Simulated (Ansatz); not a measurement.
CH9ClSi2: several calculations on one system

### Relaxation

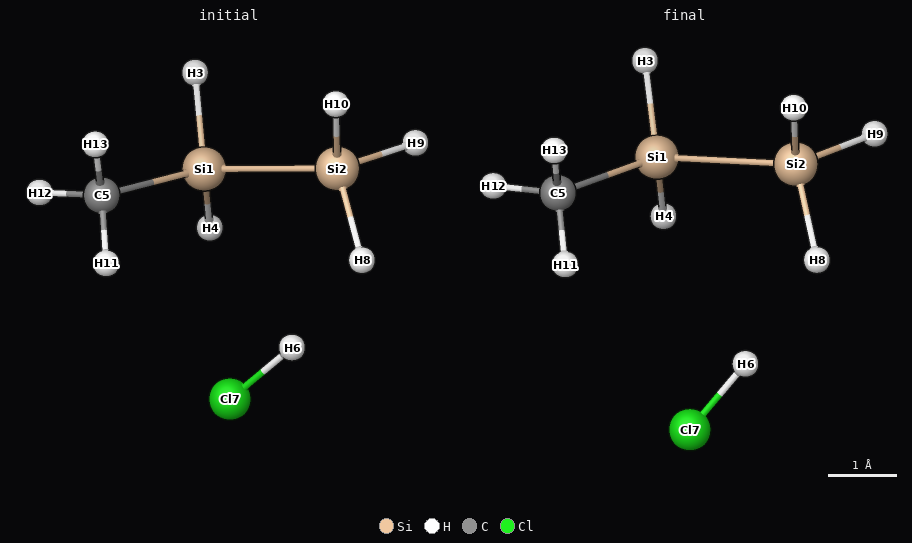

The structure of CH₉ClSi₂ before (left) and after (right) a relaxation, at one scale.

Style: ball-and-stick. Shown face on.

The run prepares an end point of a later path (reaction) calculation, from a guessed geometry.

Computed with RKS revPBE-D4/6-31G* (Ansatz 0.2.0). (no spin polarisation; force threshold 0.03 eV/Å; at most 50 steps)

Q: Summarise the run.

A: The largest move after the best rigid fit is that of Cl7, 0.58 Å. By element the largest moves are Cl 0.58 Å, H 0.26 Å, Si 0.19 Å, C 0.06 Å. Some distances before and after: Si1–Si2 2.259 → 2.355 Å, H6–Cl7 1.318 → 1.302 Å, Si1–H4 1.498 → 1.503 Å, Si1–H3 1.510 → 1.505 Å. Bond angles that change, for instance: Si2–Si1–H3 103.7° → 107.2°, H3–Si1–C5 108.2° → 110.7°, Si2–Si1–H4 110.9° → 108.6°. After 9 accepted moves (10 points after the start) the energy has fallen by 13.3 kJ/mol. The largest force component goes from 0.96 to 0.0067 eV/Å. The line search rejected the trial step at point 3 of the run. The forces were under the threshold at step 7, but the run went on from there.

### Relaxation

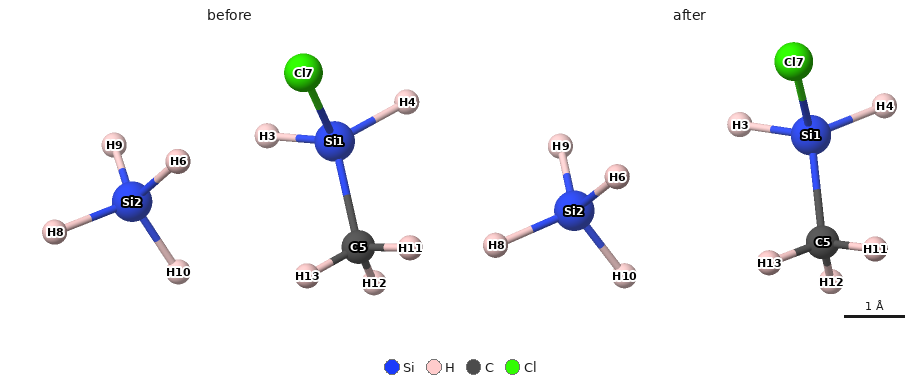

The structure of CH$_{9}$ClSi$_{2}$ before (left) and after (right) a relaxation, at one scale.

A ball-and-stick model, seen face on.

The run prepares an end point of a later path (reaction) calculation, from a guessed geometry.

The calculation used RKS revPBE-D4/6-31G* in Ansatz.

Input
```yaml
crystal:
  periodic: [false, false, false]
  atoms:
    - { symbol: Si, position_ang: [-1.2424, 0.831707, 0.076486] }
    - { symbol: Si, position_ang: [1.194139, -1.556397, 0.982602] }
    - { symbol: H, position_ang: [-1.311415, -0.583891, 0.551571] }
    - { symbol: H, position_ang: [-2.64237, 1.335343, -0.101545] }
    - { symbol: C, position_ang: [-0.250853, 1.044266, -1.507024] }
    - { symbol: H, position_ang: [1.124324, -0.154544, 1.345202] }
    - { symbol: Cl, position_ang: [-0.376001, 1.992801, 1.621315] }
    - { symbol: H, position_ang: [2.548392, -2.109014, 1.32528] }
    - { symbol: H, position_ang: [0.146316, -2.338448, 1.718118] }
    - { symbol: H, position_ang: [0.98129, -1.718675, -0.494397] }
    - { symbol: H, position_ang: [-0.267577, 2.098814, -1.832405] }
    - { symbol: H, position_ang: [-0.701177, 0.426555, -2.307162] }
    - { symbol: H, position_ang: [0.797532, 0.731483, -1.378042] }
basis:
  gaussian: { orbitals: "6-31G*" }
hamiltonian:
  xc: revpbe
  dispersion: d4
relax:
  f_tol: 0.03
  max_steps: 50
```

Command:
```bash
ansatz run input.yaml --threads 2 --pin off --max-ram 3072MiB --backend cpu --events-out ev --progress --plain --runs-dir out
```

Summarise the run.

Answer. Cl7 moves most after the best rigid fit: 0.54 Å. By element the largest moves are Cl 0.54 Å, H 0.45 Å, Si 0.34 Å, C 0.11 Å. Near-neighbour distances that change, for instance: Si2–H6 1.450 → 1.498 Å, Si1–Cl7 2.118 → 2.094 Å. Over 8 accepted moves (9 points after the start) the energy falls by 0.139 eV. The largest force component goes from 1.1 to 0.016 eV/Å. The line search rejected the trial step at point 3 of the run. Cost: 15 s on 2 threads of Intel(R) Xeon(R) Platinum 8488C (Sapphire Rapids) (shared host), peak memory 0.16 GiB.

Limits of the set-up: the start holds two separate molecules, 2.6 Å apart at their closest, whose relative position is a soft coordinate.

### Path

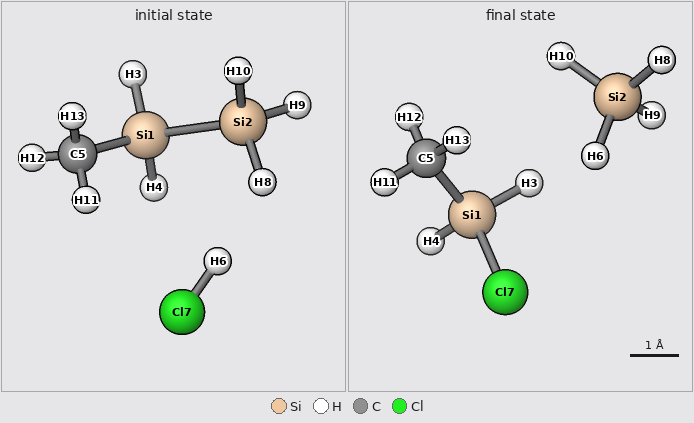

The two relaxed end points of a path for CH₉ClSi₂. Style: ball-and-stick. Shown at a tilt.

Computed with RKS revPBE-D4/6-31G* in Ansatz.

Settings: 7 movable images; climbing image; force threshold 0.03 eV/Å; iteration limit 60.

Start:
```xyz
13

Si   -1.0434   -0.3799   -0.3630
Si    0.6729   -1.5148    0.7819
H    -1.8345   -1.4137   -1.1181
H    -1.9629    0.2439    0.6487
C    -0.3475    0.9311   -1.5501
H     1.0915    1.2807    1.8809
Cl    0.7779    2.5439    1.9298
H     1.4801   -0.5680    1.6419
H     0.1446   -2.5799    1.6995
H     1.6492   -2.1458   -0.1705
H     0.1944    1.7127   -0.9925
H    -1.1668    1.4141   -2.1099
H     0.3446    0.4757   -2.2785
```

End:
```xyz
13

Si   -1.5473    0.8713   -0.0778
Si    1.5295   -1.6482    1.1035
H    -1.4567   -0.4982    0.5222
H    -2.9576    1.1226   -0.5195
C    -0.3289    1.0940   -1.4962
H     1.4641   -0.1873    1.4301
Cl   -1.1173    2.2455    1.4426
H     2.8832   -2.1842    1.4649
H     0.4735   -2.3862    1.8701
H     1.3007   -1.8379   -0.3672
H    -0.4078    2.1082   -1.9230
H    -0.5427    0.3621   -2.2966
H     0.7073    0.9383   -1.1531
```

Predict the minimum-energy path and its barrier.

The highest point, image 3, lies 32.5 kcal/mol above the start and 53.7 kcal/mol above the end; the end is at −21.2 kcal/mol relative to the start. Breaking: H6–Cl7 (1.30 → 1.82 at the top → 3.55 Å), Si1–Si2 (2.35 → 2.61 at the top → 4.15 Å). Forming: Si1–Cl7 (4.14 → 2.67 at the top → 2.09 Å), Si2–H6 (3.03 → 1.73 at the top → 1.50 Å). The band converged in 20 iterations. The largest component of the band force went from 6.1 to 0.017 eV/Å. The climbing image converged on the top of the path. Its vibrational analysis gives one imaginary mode (670i cm⁻¹), as a transition state must have.

Energies of the converged images:

```
image  path (Å)  E (kcal/mol)
    0      0.00           0.0
    1      1.12           1.2
    2      2.23           6.9
    3      3.35          32.5
    4      4.30          10.9
    5      5.25         -10.7
    6      6.20         -20.0
    7      7.15         -21.1
    8      8.10         -21.2
```

The geometry at the top of the path:

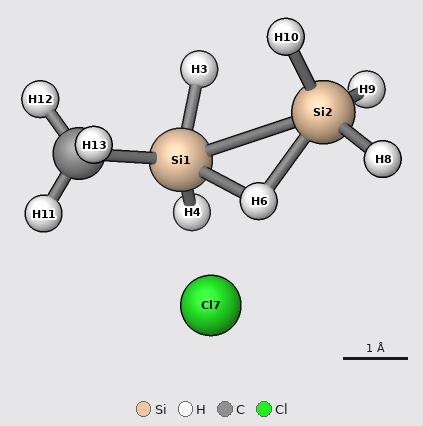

The run took 3.2 min on 2 threads of Intel(R) Xeon(R) Platinum 8488C (Sapphire Rapids) (shared host), peak memory 0.16 GiB.
